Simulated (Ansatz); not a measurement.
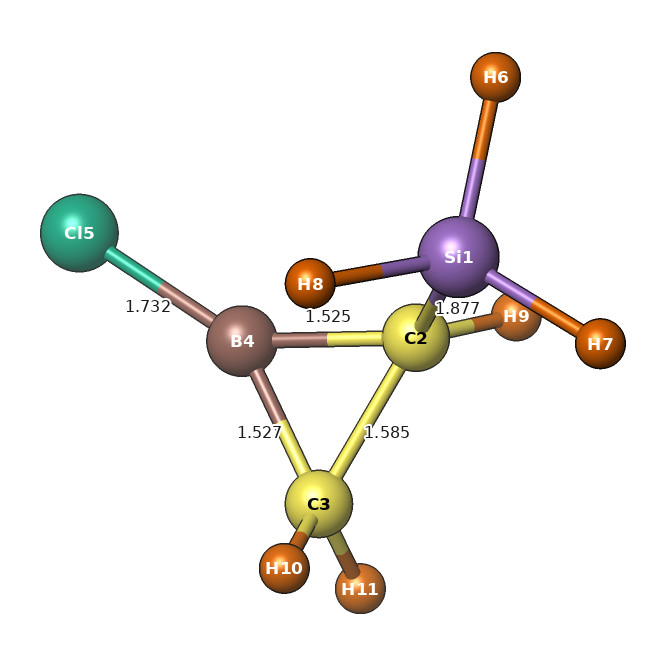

Bond lengths are marked in Å; every bond is drawn as one stick. The computed structure is the end point of a PBE-D4/def2-SVP optimisation. No frequency run is at hand to confirm it as a minimum.

Which of the marked bonds are single, double, triple or aromatic?

Si1–C2 single; C2–C3 single; C2–B4 single; C3–B4 single; B4–Cl5 single.

Write the SMILES.

[SiH3][C@H]1CB1Cl
